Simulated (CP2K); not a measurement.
**SiN2H5 (SMILES [NH][SiH2]N) at MNDO**

Aim: the energy difference between two shapes of SiN2H5 at MNDO, from 2 runs. 

The results are computed with CP2K 2026.2.

1 further run of the same task is left out (set aside as unsound or not needed).

### 1 Starting point

SiN2H5 has 8 atoms, charge 0, and is taken as a doublet. SMILES: `[NH][SiH2]N`. The shape is that of a GFN2-xTB optimisation. This is one conformer, not always the lowest.

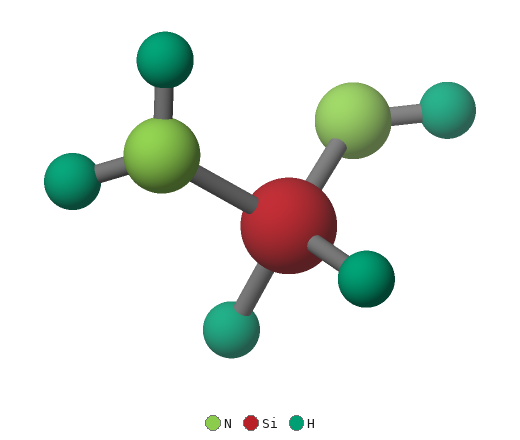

The structure, seen from a chosen angle (nitrogen green, silicon red, hydrogen teal).

### 2 A single-point energy at MNDO

qs.inp

```
&GLOBAL
 PROJECT_NAME qs
 RUN_TYPE ENERGY
 PRINT_LEVEL MEDIUM
&END GLOBAL
&FORCE_EVAL
 METHOD Quickstep
 &DFT
  CHARGE 0
  MULTIPLICITY 2
  UKS T
  &QS
   METHOD MNDO
   EPS_DEFAULT 1.0E-10
   &SE
    &COULOMB
     CUTOFF [angstrom] 50
     RC_RANGE [angstrom] 0
    &END COULOMB
    &EXCHANGE
     CUTOFF [angstrom] 50
     RC_RANGE [angstrom] 0
    &END EXCHANGE
   &END SE
  &END QS
  &POISSON
   PERIODIC NONE
   POISSON_SOLVER ANALYTIC
  &END POISSON
  &SCF
   SCF_GUESS ATOMIC
   EPS_SCF 1.0E-07
   MAX_SCF 100
   ADDED_MOS 2
   &DIAGONALIZATION
    ALGORITHM STANDARD
   &END DIAGONALIZATION
   &MIXING
    METHOD DIRECT_P_MIXING
    ALPHA 0.4
   &END MIXING
  &END SCF
  &PRINT
   &MOMENTS
    PERIODIC F
    REFERENCE COM
    MAX_MOMENT 1
   &END MOMENTS
   &MO ON
    ENERGIES T
    OCCUPATION_NUMBERS T
    NDIGITS 6
    &EACH
     QS_SCF 0
    &END EACH
    ADD_LAST NUMERIC
   &END MO
   &HIRSHFELD OFF
   &END HIRSHFELD
  &END PRINT
 &END DFT
 &SUBSYS
  &CELL
   ABC [angstrom] 11 11.2 10.7
   PERIODIC NONE
  &END CELL
  &COORD
   UNIT bohr
   N     -2.8399371     0.9874008     0.5533307
   Si     0.1522174     0.9010025    -0.4692757
   N      1.5163540    -1.9758031     0.3874883
   H     -3.6479651     2.5228978     1.3352427
   H      0.1519907     0.8935381    -3.2517651
   H      1.9752740     2.7822060     0.4572759
   H      0.8300811    -2.8336443     1.9420337
   H      1.8619849    -3.2775977    -0.9543306
  &END COORD
  &TOPOLOGY
   &CENTER_COORDINATES
   &END CENTER_COORDINATES
  &END TOPOLOGY
 &END SUBSYS
&END FORCE_EVAL
```

Run with:

```sh
$ OMP_NUM_THREADS=1 cp2k.psmp -i qs.inp -o qs.out
```

Log:

```text
CP2K| version string:                                       CP2K version 2026.2
[...]
 GLOBAL| Method name                                                        CP2K
[...]
 GLOBAL| Run type                                                         ENERGY
[...]
                             - Atoms:                                          8
[...]
                             - Spherical basis functions:                     17
[...]
 Number of electrons:                                                         10
[...]
     1 P_Mix/Diag. 0.40E+00    0.0     0.37854948       -16.1724362440 -1.62E+01
[...]
    30 DIIS/Diag.  0.62E-07    0.0     0.00000008       -21.0378439357 -1.28E-13
  *** SCF run converged in    30 steps ***
  Core-core repulsion energy [eV]:                            902.38619202546113
  Core Hamiltonian energy [eV]:                              -906.68501592559721
  Two-electron integral energy [eV]:                        -1136.34004589906044
  Electronic energy [eV]:                                   -1474.85503887512755
  Total energy [eV]:                                         -572.46884684966631
  Atomic reference energy [eV]:                               573.30050756809987
  Heat of formation [kcal/mol]:                                19.17855329686004
[...]
 SE_DIPOLE| Moment [Debye]          0.56782278      -1.07822331      -0.09300721
 SE_DIPOLE| Derivative [a.u.]       0.00000000       0.00000000       0.00000000
 ENERGY| Total FORCE_EVAL ( QS ) energy [hartree]            -21.037843935737065
[...]
```

Run time: 0.95 s. Hardware: 1 thread of Intel Xeon 6975P-C (Granite Rapids), shared host; peak memory 0.18 GiB.

### 3 The distorted shape, same level

qs.inp

```
&GLOBAL
  PROJECT_NAME qs
  RUN_TYPE ENERGY
  PRINT_LEVEL MEDIUM
&END GLOBAL

&FORCE_EVAL
  METHOD QUICKSTEP
  &DFT
    MULTIPLICITY 2
    SPIN_POLARIZED T
    &QS
      METHOD MNDO
      EPS_DEFAULT 1.0E-10
      &SE
        &COULOMB
          CUTOFF [angstrom] 50
          RC_RANGE [angstrom] 0
        &END COULOMB
        &EXCHANGE
          CUTOFF [angstrom] 50
          RC_RANGE [angstrom] 0
        &END EXCHANGE
      &END SE
    &END QS
    &POISSON
      PERIODIC NONE
      POISSON_SOLVER ANALYTIC
    &END POISSON
    &SCF
      SCF_GUESS ATOMIC
      EPS_SCF 1.0E-07
      MAX_SCF 100
      ADDED_MOS 2
      &DIAGONALIZATION
        ALGORITHM STANDARD
      &END DIAGONALIZATION
      &MIXING
        METHOD DIRECT_P_MIXING
        ALPHA 0.4
      &END MIXING
    &END SCF
    &PRINT
      &MOMENTS
        PERIODIC F
        REFERENCE COM
        MAX_MOMENT 1
      &END MOMENTS
      &MO ON
        ENERGIES T
        OCCUPATION_NUMBERS T
        NDIGITS 6
        &EACH
          QS_SCF 0
        &END EACH
        ADD_LAST NUMERIC
      &END MO
      &HIRSHFELD OFF
      &END HIRSHFELD
    &END PRINT
  &END DFT
  &SUBSYS
    &CELL
      ABC 11 11.4 10.7
      PERIODIC NONE
    &END CELL
    &COORD
      UNIT bohr
      N     -3.0245728     0.9977848     0.6763141
      Si    -0.0449320     0.7008711    -0.3608904
      N      1.3860158    -1.8588064     0.4677356
      H     -3.5770796     2.6860284     1.2952202
      H      0.1377610     0.9695108    -3.1056798
      H      2.0579533     2.9332045     0.5679118
      H      0.8223616    -2.9049890     2.0679443
      H      1.9647823    -3.4388083    -0.9197184
    &END COORD
    &TOPOLOGY
      &CENTER_COORDINATES
      &END CENTER_COORDINATES
    &END TOPOLOGY
  &END SUBSYS
&END FORCE_EVAL
```

Run with:

```sh
$ OMP_NUM_THREADS=1 cp2k.psmp -i qs.inp > qs.out 2>&1
```

Log:

```text
CP2K| version string:                                       CP2K version 2026.2
[...]
 GLOBAL| Method name                                                        CP2K
[...]
 GLOBAL| Run type                                                         ENERGY
[...]
                             - Atoms:                                          8
[...]
                             - Spherical basis functions:                     17
[...]
 Number of electrons:                                                         10
[...]
     1 P_Mix/Diag. 0.40E+00    0.0     0.41154011       -16.2491861555 -1.62E+01
[...]
    40 DIIS/Diag.  0.14E-06    0.0     0.00000009       -20.9881037152 -1.88E-13
  *** SCF run converged in    40 steps ***
  Core-core repulsion energy [eV]:                            898.14229697203314
  Core Hamiltonian energy [eV]:                              -904.23174287104700
  Two-electron integral energy [eV]:                        -1130.05180143242023
  Electronic energy [eV]:                                   -1469.25764358725701
  Total energy [eV]:                                         -571.11534661522387
  Atomic reference energy [eV]:                               573.30050756809987
  Heat of formation [kcal/mol]:                                50.39101266666383
[...]
 SE_DIPOLE| Moment [Debye]          0.70029145       0.55320247       0.06078958
 SE_DIPOLE| Derivative [a.u.]       0.00000000       0.00000000       0.00000000
 ENERGY| Total FORCE_EVAL ( QS ) energy [hartree]            -20.988103715189027
[...]
```

Run time: 0.99 s. Hardware: 1 thread of Intel Xeon 6975P-C (Granite Rapids), shared host; peak memory 0.19 GiB.

### 4 What came out

Level: MNDO.

```
                                           quantity          value
                          first shape: total energy   -21.03784 Eh
                         first shape: dipole moment         1.22 D
    first shape: HOMO energy (highest over α and β)       -9.97 eV
     first shape: LUMO energy (lowest over α and β)       -0.06 eV
                     first shape: heat of formation  19.2 kcal/mol
                      distorted shape: total energy   -20.98810 Eh
                     distorted shape: dipole moment         0.89 D
distorted shape: HOMO energy (highest over α and β)       -9.76 eV
 distorted shape: LUMO energy (lowest over α and β)       -0.14 eV
                 distorted shape: heat of formation  50.4 kcal/mol
             energy change with the atoms displaced       1.354 eV
```

With the atoms displaced the energy rises by 1.35 eV (31 kcal/mol). The first shape isn't relaxed at this level, so the change isn't measured from a minimum.
